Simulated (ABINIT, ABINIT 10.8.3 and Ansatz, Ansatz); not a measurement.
# Excitons of InF3 (R-3c): kernels and approximations

Wanted: excitons and ε₂ of InF3 (R-3c), with cost.

Program: ABINIT 10.8.3 and Ansatz 0.2.0. Level of theory: LDA and many-body steps on it, plane waves. Results are calculated unless marked as measured.

### 1. The structure

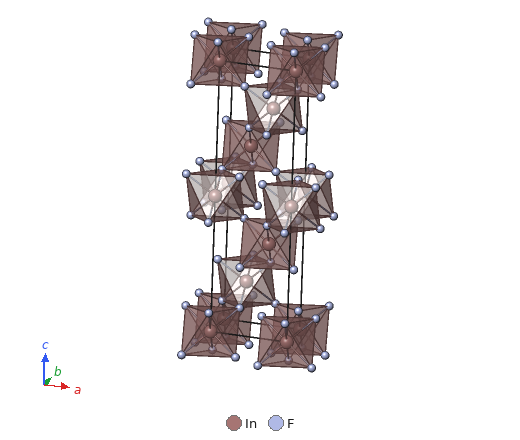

The cell as given, slightly off an axis (indium brown, fluorine light blue). This picture shows the conventional cell, with its axes. Some periodic images of atoms are drawn too.

The cell and positions are those that the Materials Project relaxed with its own functionals (PBE, PBE+U or r2SCAN), kept fixed.

### 2. Empty states on the mesh, 4×4×4 mesh, 96 bands

This step: ABINIT 10.8.3; DFT, LDA, plane waves, norm-conserving pseudopotentials.

The sums over transitions need many empty states on a uniform mesh; this step solves for them.

Contents of run.abi:

```
acell 3*1.0 Angstrom
rprim 
  2.602141182914 1.502346912402 4.907506134507
  -2.602141182914 1.502346912402 4.907506134507
  0.000000000000 -3.004693824873 4.907506134486
ntypat 2
znucl 49 9
natom 8
typat 1 1 2 2 2 2 2 2
xred 
  0.500000000000 0.500000000000 0.500000000000
  -0.000000000000 0.000000000000 0.000000000000
  0.395709220000 0.750000000000 0.104290780000
  0.750000000000 0.104290780000 0.395709220000
  0.895709220000 0.604290780000 0.250000000000
  0.250000000000 0.895709220000 0.604290780000
  0.604290780000 0.250000000000 0.895709220000
  0.104290780000 0.395709220000 0.750000000000
pp_dirpath "pseudos"
pseudos "In.upf, F.upf"
ecut 36
ngkpt 4 4 4
nshiftk 1
shiftk 0 0 0
kptopt 1
chksymbreak 0
iscf -2
irdden 1
istwfk *1
nband 96
nbdbuf 8
tolwfr 1e-09
nstep 60
prtvol 0
indata_prefix "in"
outdata_prefix "out"
tmpdata_prefix "tmp"
```

Started as:

```bash
$ OMP_NUM_THREADS=1 mpirun -n 8 abinit run.abi > log
```

Numbers of over 12 decimals in the logs are rounded to 6 here.

Log:

```text
.Version 10.8.3 of ABINIT. v10.8.2 released Aug 2026.

 Symmetries : space group R-3 c (#167); Bravais hR (rhombohedral)
[... echo of the input left out ...]
== DATASET  1 ==================================================================
-   mpi_nproc: 8, omp_nthreads: 1 (-1 if OMP is not activated)
-    --> not optimal distribution: autoparal keyword recommended in input file <--

--- !DatasetInfo
iteration_state: {dtset: 1, }
dimensions: {natom: 8, nkpt: 13, mband: 96, nsppol: 1, nspinor: 1, nspden: 1, mpw: 8026, }
cutoff_energies: {ecut:  36.0, pawecutdg:  -1.0, }
[...]
1.04269    1.08594    1.09430    1.17822    1.17822    1.18153    1.19637    1.19637
   1.20181    1.21159    1.22649    1.23555    1.23555    1.25108    1.25108    1.30461
 prteigrs : prtvol=0 or 1, do not print more k-points.

== END DATASET(S) ==============================================================
================================================================================

 -outvars: echo values of variables after computation  --------
            nband          96
             nkpt          13
          spgroup         167
 [... the other variables as echoed above ...]

 Calculation completed.
```

Run time: 62 s. Hardware: 8 MPI ranks of Arm Neoverse V1, shared host; peak memory 0.82 GiB.

This step gave:

```yaml
gap: 4.010 eV
k_of_the_valence_top: 0.5, 0.5, 0
k_of_the_conduction_bottom: 0, 0, 0
least_direct_gap: 4.042 eV
k_points_computed: 13
lowest_point_of_the_top_converged_band_above_the_valence_top: 33.12 eV
```

On this mesh the gap is 4.010 eV.

The density comes from a self-consistent run that is not shown.

### 3. Screening, 4×4×4 mesh, 88 bands, screening to 81.6 eV

The RPA dielectric matrix is built and inverted for each q.

This step: RPA screening on LDA, plane waves, norm-conserving pseudopotentials.

Changes to run.abi since step 2:

```diff
@@ -26,10 +26,11 @@
 chksymbreak 0
-iscf -2
-irdden 1
 istwfk *1
-nband 96
-nbdbuf 8
-tolwfr 1e-09
-nstep 60
-prtvol 0
+occopt 1
+irdwfk 1
+optdriver 3
+nband 88
+ecuteps 3
+inclvkb 2
+awtr 1
+symchi 1
 indata_prefix "in"
```

Log:

```text
.Version 10.8.3 of ABINIT. v10.8.2 released Aug 2026.

 Symmetries : space group R-3 c (#167); Bravais hR (rhombohedral)
[... echo of the input left out ...]
== DATASET  1 ==================================================================
-   mpi_nproc: 8, omp_nthreads: 1 (-1 if OMP is not activated)

--- !DatasetInfo
iteration_state: {dtset: 1, }
dimensions: {natom: 8, nkpt: 13, mband: 88, nsppol: 1, nspinor: 1, nspden: 1, mpw: 8026, }
cutoff_energies: {ecut:  36.0, pawecutdg:  -1.0, }
[...]
--------------------------------------------------------------------------------
[... chi0 elements left out ...]
 For q-point:  0.000010 0.000020 0.000030
  dielectric constant =   2.3376
  dielectric constant without local fields =   2.4074

  Average fulfillment of the sum rule on Im[epsilon] for q-point    1 :     20.68  [%]
[... wings left out ...]
  q-point number  2        q = ( 0.250000, 0.000000, 0.000000) [r.l.u.]
--------------------------------------------------------------------------------
[... chi0 elements left out ...]
  Average fulfillment of the sum rule on Im[epsilon] for q-point    2 :     28.92  [%]

 [... 11 further q-points ...]
```

The job ended after 3.8 min (8 MPI ranks; peak memory 6.5 GiB; 30 min of CPU time).

Numbers from this step:

```
ε∞ with local fields, on this mesh, along the program's q direction : 2.338
the same without local fields                                       : 2.407
plasma frequency                                                    : 31.72 eV
plane waves in the screening matrix                                 : 193
```

Local fields lower ε∞ by 3 %.

### 4. Self-energy, 4×4×4 mesh, 88 bands, screening to 81.6 eV

The self-energy is evaluated for the states that the input lists, and the levels follow from it, in one-shot runs by the linearised quasiparticle equation.

This step: G0W0 on LDA, plane waves, norm-conserving pseudopotentials.

Changes to run.abi since step 3:

```diff
@@ -29,8 +29,17 @@
 irdwfk 1
-optdriver 3
+optdriver 4
 nband 88
+gwcalctyp 0
+ecutsigx 36
+symsigma 1
+nkptgw 2
+kptgw 
+  0.5000000000 0.5000000000 0.0000000000
+  0.0000000000 0.0000000000 0.0000000000
+bdgw 
+  41 44
+  41 44
 ecuteps 3
-inclvkb 2
-awtr 1
-symchi 1
+irdscr 1
+ppmodel 1
 indata_prefix "in"
```

Log:

```text
.Version 10.8.3 of ABINIT. v10.8.2 released Aug 2026.

 Symmetries : space group R-3 c (#167); Bravais hR (rhombohedral)
[... echo of the input left out ...]
== DATASET  1 ==================================================================
-   mpi_nproc: 8, omp_nthreads: 1 (-1 if OMP is not activated)

--- !DatasetInfo
iteration_state: {dtset: 1, }
dimensions: {natom: 8, nkpt: 13, mband: 88, nsppol: 1, nspinor: 1, nspden: 1, mpw: 8026, }
cutoff_energies: {ecut:  36.0, pawecutdg:  -1.0, }
[...]
Band     E0 <VxcDFT>   SigX SigC(E0)      Z dSigC/dE  Sig(E)    E-E0       E
[...]
43   2.986 -15.001 -10.317  -2.069   0.871  -0.149 -12.724   2.276   5.262
       44   8.395 -19.924 -13.242  -2.560   0.834  -0.199 -16.487   3.437  11.832

== END DATASET(S) ==============================================================
================================================================================

 -outvars: echo values of variables after computation  --------
           etotal      0.0000000000E+00
            nband          88
             nkpt          13
          spgroup         167
 [... the other variables as echoed above ...]

 Calculation completed.
```

Run time: 12 s. Hardware: 8 MPI ranks; peak memory 3.6 GiB; 98 s of CPU time.

This step gave:

```yaml
g0w0_gap_on_the_points_computed: 8.137 eV
starting_gap_on_the_mesh: 4.010 eV
k_of_the_valence_top: 0.5, 0.5, 0
k_of_the_conduction_bottom: 0, 0, 0
least_direct_g0w0_gap_on_the_computed_points: 8.187 eV
```

The gap on the mesh goes from 4.01 eV to 8.14 eV, a correction of +4.13 eV.

The gap opens by 4.127 eV; the next steps shift the empty bands rigidly by 4.127 eV.

### 5. Excitons

Light makes an electron and a hole together. The Bethe-Salpeter equation adds their screened attraction and their exchange, in a window of bands around the gap.

This step: Bethe-Salpeter equation on LDA with a scissors shift, plane waves, norm-conserving pseudopotentials.

Changes to run.abi since step 4:

```diff
@@ -29,17 +29,17 @@
 irdwfk 1
-optdriver 4
-nband 88
-gwcalctyp 0
-ecutsigx 36
-symsigma 1
-nkptgw 2
-kptgw 
-  0.5000000000 0.5000000000 0.0000000000
-  0.0000000000 0.0000000000 0.0000000000
-bdgw 
-  41 44
-  41 44
+optdriver 99
+bs_calctype 1
+mbpt_sciss 4.127 eV
+bs_loband 25
+nband 44
+bs_exchange_term 1
+bs_coulomb_term 11
+bs_coupling 0
+bs_algorithm 1
+bs_freq_mesh 0 14 0.1 eV
+zcut 0.15 eV
 ecuteps 3
+ecutwfn 18
+inclvkb 2
 irdscr 1
-ppmodel 1
 indata_prefix "in"
```

Log:

```text
.Version 10.8.3 of ABINIT. v10.8.2 released Aug 2026.

 Symmetries : space group R-3 c (#167); Bravais hR (rhombohedral)
[... echo of the input left out ...]
== DATASET  1 ==================================================================
-   mpi_nproc: 8, omp_nthreads: 1 (-1 if OMP is not activated)

--- !DatasetInfo
iteration_state: {dtset: 1, }
dimensions: {natom: 8, nkpt: 13, mband: 44, nsppol: 1, nspinor: 1, nspden: 1, mpw: 2850, }
cutoff_energies: {ecut:  18.0, pawecutdg:  -1.0, }
electrons: {nelect:   8.40000000E+01, charge:   0.00000000E+00, occopt:   1.00000000E+00, tsmear:   1.00000000E-02, }

 Exciton: Calculation of dielectric properties by solving the Bethe-Salpeter equation
 in frequency domain and reciprocal space on a transitions basis set.
 Based on a program developed by L. Reining, V. Olevano, F. Sottile,
 S. Albrecht, and G. Onida. Incorporated in ABINIT by M. Giantomassi.

.Using double precision arithmetic ; gwpc =  8

[... cell and pseudopotentials left out ...]
--------------------------------------------------------------------------------

 ==== K-mesh for the wavefunctions ====
 Number of points in the irreducible wedge :    13
[... list of points left out ...]
 Together with 12 symmetry operations and time-reversal symmetry
 yields    64 points in the full Brillouin Zone.

 ==== Q-mesh for the screening function ====
 Number of points in the irreducible wedge :    13
[... list of points left out ...]
 Together with 12 symmetry operations and time-reversal symmetry
 yields    64 points in the full Brillouin Zone.

 vcoul_init : cutoff-mode = AUXILIARY_FUNCTION
 q-points for optical limit:   1
     1)      0.000010    0.000020    0.000030
 setmesh: FFT mesh size selected  =    30x   30x   30
          total number of points  =        27000

 ==== Fundamental parameters for the solution of the Bethe-Salpeter equation: ====
 Algorithm: Direct diagonalization.
 Dimension of the v, W matrices,  npweps  = 193
 Cutoff for the wavefunctions,    npwwfn  = 2843
 Number of k-points in the IBZ,   nkibz   = 13
 Highest empty band included,     nband   = 44
 === Spin UP ===
 Number of resonant transitions          2304
 Lowest occupied state                   25
 Highest occupied state                  42
 Lowest unoccupied state                 43
 Highest unoccupied state                44
 Minimum frequency [eV]           Emin    =   0.00
 Maximum frequency [eV]           Emax    =  14.00
 Frequency step [eV]              dE      =   0.10
 Lorentzian broadening [eV]       eta     =   0.15
 RPA L0 with KS energies and KS wavefunctions
 Scissors operator energy [eV] =          4.13
 Local fields effects (v term) included
 Excitonic effects (W term) included
 Full W_GG' included
 W is read from an external SCR file
 Resonant-only calculation (Hermitian case)

 Calculating epsilon_Macro(q-->0,w), along the following directions:
 q = (  1.296158  0.000000  0.000000) [r.l.u.]
 q = (  0.000000  1.296158  0.000000) [r.l.u.]
 q = (  0.000000  0.000000  1.296158) [r.l.u.]
 q = (  0.782618 -0.782618  0.000000) [r.l.u.]
 q = (  0.451845  0.451845 -0.903689) [r.l.u.]
 q = (  1.475978  1.475978  1.475978) [r.l.u.]
 Number of electrons calculated from density =   83.7665; Expected =   84.0000
 average of density, n =  0.107835
 r_s =    1.3033
 omega_plasma =   31.6764 [eV]

. Writing resonant excitonic Hamiltonian on file out_BSR; file size=   0.04 [Gb].
 Direct diagonalization of the resonant excitonic Hamiltonian, Matrix size= 2304
. Using LAPACK sequential version.
 Excitonic eigenvalues in eV up to n=   32
   7.11462   7.11568   7.22350   7.22548   7.28417   7.28512   7.34110   7.61492
   7.61513   7.72305   7.72446   7.84839   7.85067   7.91933   7.92038   7.95239
   7.99529   8.00147   8.03409   8.03487   8.04183   8.04377   8.07125   8.08451
   8.09765   8.09980   8.13437   8.13475   8.15924   8.15977   8.17671   8.18375

 First excitonic eigenvalue=    7.11 [eV]
 Last  excitonic eigenvalue=   17.90 [eV]

 GW  direct gap       8.17  0.00 [eV]
 EXC direct gap       7.11  0.00 [eV]
 EXC binding energy   1.05  0.00 [eV]

 Excitonic eigenvalues up to the GW energy gap [eV]
  1 (  7.11  0.00)
  2 (  7.12  0.00)
  3 (  7.22  0.00)
  4 (  7.23  0.00)
  5 (  7.28  0.00)
  6 (  7.29  0.00)
[...]
28 (  8.13  0.00)
 29 (  8.16  0.00)
 30 (  8.16  0.00)

 Macroscopic dielectric function:
 omega [eV] <KS_RPA_nlf>  <GW_RPA_nlf>  <BSE>
   0.0000   1.5982   0.0000   1.3760   0.0000   1.4582   0.0000
   0.1000   1.5983   0.0004   1.3760   0.0001   1.4583   0.0002
   0.2000   1.5987   0.0008   1.3761   0.0002   1.4584   0.0003
   0.3000   1.5994   0.0012   1.3762   0.0003   1.4587   0.0005
   0.4000   1.6004   0.0016   1.3764   0.0004   1.4591   0.0007
   0.5000   1.6016   0.0020   1.3767   0.0005   1.4596   0.0009
   0.6000   1.6031   0.0025   1.3771   0.0006   1.4603   0.0010
   0.7000   1.6049   0.0029   1.3774   0.0006   1.4610   0.0012
   0.8000   1.6069   0.0033   1.3779   0.0007   1.4619   0.0014
   0.9000   1.6093   0.0038   1.3784   0.0008   1.4629   0.0016

 Writing KS-RPA macroscopic dielectric function without local fields to file: out_RPA_NLF_MDF
 Writing GW-RPA macroscopic dielectric function without local fields to file: out_GW_NLF_MDF
 Writing EXC Macroscopic dielectric function to file: out_EXC_MDF

== END DATASET(S) ==============================================================
================================================================================

 -outvars: echo values of variables after computation  --------
           etotal      0.0000000000E+00
            nband          44
             nkpt          13
          spgroup         167
 [... the other variables as echoed above ...]

 Calculation completed.
```

The job ended after 3.9 min (8 MPI ranks; peak memory 1.8 GiB).

This step gave:

```
direct gap of the transition levels                            : 8.169 eV
transitions in the window                                      : 2304
first strong exciton (over a fiftieth of the strongest listed) : 7.223 eV
lowest state                                                   : 7.115 eV
binding of the lowest state below the direct gap               : 1.054 eV
Coulomb term of one mesh cell                                  : 0.8991 eV
```

The binding is 1.2 times the screened Coulomb term of one mesh cell (0.90 eV), so it is not shown settled.

The lowest state lies at 7.115 eV, 1.054 eV under the direct gap.

Lines within 3 meV are set at the lowest of them, and the highest group, which the list may cut short, is left out; lines within 3 meV are set at the lowest of them, and the highest group, which the list may cut short, is left out. Lines of the exciton spectrum (strongest = 100):

| position (eV) | lines merged | oscillator strength, relative |
| --- | --- | --- |
| 7.115 | 2 | 0.1 |
| 7.223 | 2 | 90 |
| 7.284 | 2 | 1.1 |
| 7.341 | 1 | 100 |
| 7.615 | 2 | 94 |
| 7.723 | 2 | 0.2 |
| 7.848 | 2 | 94 |

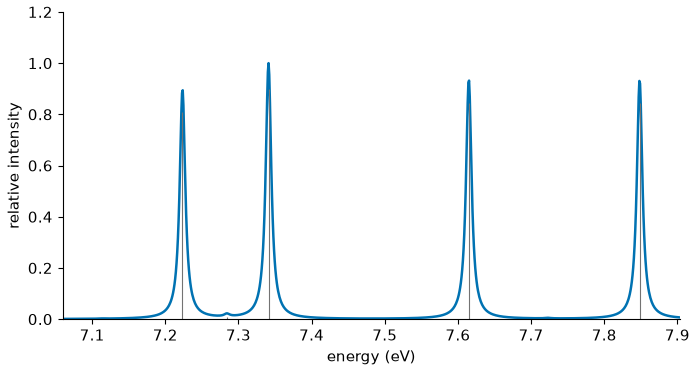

The exciton spectrum, broadened with Lorentzians of width 0.0092 eV; bars mark the lines.

The ε₂ has structure finer than the step of the table below, so its rows give means over 1 eV, whole bins alone (the curve runs from 0 to 13.9 eV). Peaks (eV: height): BSE 7.3: 1.70, 7.9: 1.61, 9.6: 2.04; no electron-hole interaction 9.5: 1.05, 10.7: 1.57, 11.8: 1.82, 12.9: 1.47; Kohn-Sham, no shift 5.4: 1.05, 6.6: 1.56, 7.7: 1.84, 8.7: 1.46, 9.7: 0.982.

Mean over the three Cartesian directions of q; broadening 0.15 eV; transition window only. Limits: finite bands, cutoff and mesh; no spin-orbit coupling; exciton not shown settled in the k mesh. Table of ε₂ by photon energy; means over each step:

| photon energy (eV) | BSE | no electron-hole interaction | Kohn-Sham, no shift |
| --- | --- | --- | --- |
| 1 | 0.00179 | 9.1e-4 | 0.00433 |
| 2 | 0.00393 | 0.00197 | 0.0105 |
| 3 | 0.00688 | 0.00325 | 0.0241 |
| 4 | 0.0118 | 0.00499 | 0.142 |
| 5 | 0.0223 | 0.00766 | 0.713 |
| 6 | 0.0581 | 0.0124 | 0.973 |
| 7 | 0.752 | 0.0236 | 1.32 |
| 8 | 1.15 | 0.118 | 1.49 |
| 9 | 1.18 | 0.619 | 1.08 |
| 10 | 1.53 | 0.928 | 0.640 |
| 11 | 0.905 | 1.30 | 0.203 |
| 12 | 0.482 | 1.52 | 0.0719 |
| 13 | 0.287 | 1.12 | 0.0202 |

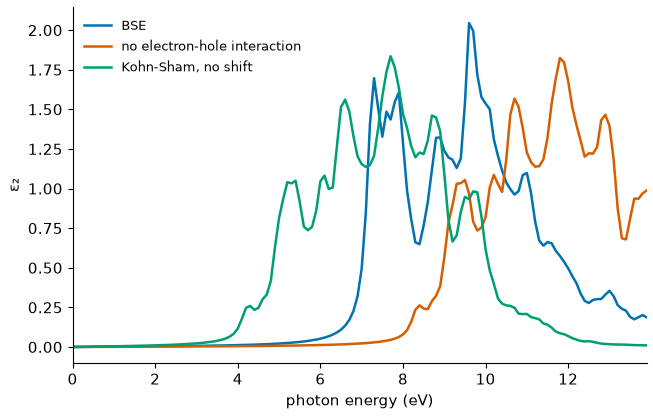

ε₂, plotted against photon energy.

### 6. Triplet (no exchange term)

Changes to run.abi since step 5:

```diff
@@ -32,5 +32,5 @@
 mbpt_sciss 4.127 eV
-bs_loband 25
+bs_loband 26
 nband 44
-bs_exchange_term 1
+bs_exchange_term 0
 bs_coulomb_term 11
@@ -38,3 +38,3 @@
 bs_algorithm 1
-bs_freq_mesh 0 14 0.1 eV
+bs_freq_mesh 0 12 0.1 eV
 zcut 0.15 eV
```

Log:

```text
.Version 10.8.3 of ABINIT. v10.8.2 released Aug 2026.

 Symmetries : space group R-3 c (#167); Bravais hR (rhombohedral)
[... echo of the input left out ...]
== DATASET  1 ==================================================================
-   mpi_nproc: 8, omp_nthreads: 1 (-1 if OMP is not activated)

--- !DatasetInfo
iteration_state: {dtset: 1, }
dimensions: {natom: 8, nkpt: 13, mband: 44, nsppol: 1, nspinor: 1, nspden: 1, mpw: 2850, }
cutoff_energies: {ecut:  18.0, pawecutdg:  -1.0, }
electrons: {nelect:   8.40000000E+01, charge:   0.00000000E+00, occopt:   1.00000000E+00, tsmear:   1.00000000E-02, }

 Exciton: Calculation of dielectric properties by solving the Bethe-Salpeter equation
 in frequency domain and reciprocal space on a transitions basis set.
 Based on a program developed by L. Reining, V. Olevano, F. Sottile,
 S. Albrecht, and G. Onida. Incorporated in ABINIT by M. Giantomassi.

.Using double precision arithmetic ; gwpc =  8

[... cell and pseudopotentials left out ...]
--------------------------------------------------------------------------------

 ==== K-mesh for the wavefunctions ====
 Number of points in the irreducible wedge :    13
[... list of points left out ...]
 Together with 12 symmetry operations and time-reversal symmetry
 yields    64 points in the full Brillouin Zone.

 ==== Q-mesh for the screening function ====
 Number of points in the irreducible wedge :    13
[... list of points left out ...]
 Together with 12 symmetry operations and time-reversal symmetry
 yields    64 points in the full Brillouin Zone.

 vcoul_init : cutoff-mode = AUXILIARY_FUNCTION
 q-points for optical limit:   1
     1)      0.000010    0.000020    0.000030
 setmesh: FFT mesh size selected  =    30x   30x   30
          total number of points  =        27000

[...]
average of density, n =  0.107835
 r_s =    1.3033
 omega_plasma =   31.6764 [eV]

. Writing resonant excitonic Hamiltonian on file out_BSR; file size=   0.04 [Gb].
 Direct diagonalization of the resonant excitonic Hamiltonian, Matrix size= 2176
. Using LAPACK sequential version.
 Excitonic eigenvalues in eV up to n=   32
   7.05310   7.05409   7.19236   7.19442   7.27137   7.27234   7.31580   7.55228
   7.55293   7.68517   7.68627   7.82093   7.82298   7.88619   7.88826   7.91877
   7.91885   7.92008   7.93001   7.93371   8.03781   8.03929   8.05346   8.06905
   8.09112   8.09407   8.12574   8.12629   8.15260   8.15280   8.16925   8.17470

 First excitonic eigenvalue=    7.05 [eV]
 Last  excitonic eigenvalue=   15.83 [eV]

 GW  direct gap       8.17  0.00 [eV]
 EXC direct gap       7.05  0.00 [eV]
 EXC binding energy   1.12  0.00 [eV]

 Excitonic eigenvalues up to the GW energy gap [eV]
  1 (  7.05  0.00)
  2 (  7.05  0.00)
  3 (  7.19  0.00)
[...]
30 (  8.15  0.00)
 31 (  8.17  0.00)

 Macroscopic dielectric function:
 omega [eV] <KS_RPA_nlf>  <GW_RPA_nlf>  <BSE>
   0.0000   1.5945   0.0000   1.3733   0.0000   1.4704   0.0000
   0.1000   1.5946   0.0004   1.3733   0.0001   1.4705   0.0002
   0.2000   1.5950   0.0008   1.3734   0.0002   1.4707   0.0004
[...]
0.8000   1.6032   0.0033   1.3752   0.0007   1.4744   0.0015
   0.9000   1.6056   0.0038   1.3757   0.0008   1.4755   0.0017

 Writing KS-RPA macroscopic dielectric function without local fields to file: out_RPA_NLF_MDF
 Writing GW-RPA macroscopic dielectric function without local fields to file: out_GW_NLF_MDF
 Writing EXC Macroscopic dielectric function to file: out_EXC_MDF

== END DATASET(S) ==============================================================
================================================================================

 -outvars: echo values of variables after computation  --------
           etotal      0.0000000000E+00
            nband          44
             nkpt          13
          spgroup         167
 [... the other variables as echoed above ...]

 Calculation completed.
```

Run time: 3.3 min. Hardware: 8 MPI ranks; peak memory 1.7 GiB; 26 min of CPU time.

The lowest triplet lies at 7.053 eV; without spin-orbit coupling triplets are dark, so no spectrum is read.

[end of part 1 of 3]

[Paths, hosts, dates, memory and timing lines, banners, echoed tables and standing remarks are left out of the program output.]

[Logs are printed without paths, hosts, clocks, repeated set-up lines and the standing remarks that a program may print on its own settings, such as how far it seeks lower states.]

[Runs of the session that timed out or met a known fault of the program may be left out.]

[Hosts, paths, dates, database ids (printed as entryN), source tags and the programs' standing remarks are cut or masked in the printed files.]

[G0W0 gaps are taken among the corrected bands and points alone; a level outside them can change the order at an edge.]

[Where Ansatz stands beside ABINIT at settings called matched, ABINIT's density can come from a denser mesh and the files from another edition; pairs whose starting gaps differed by over 0.03 eV were left out, so agreement reads better than it is.]
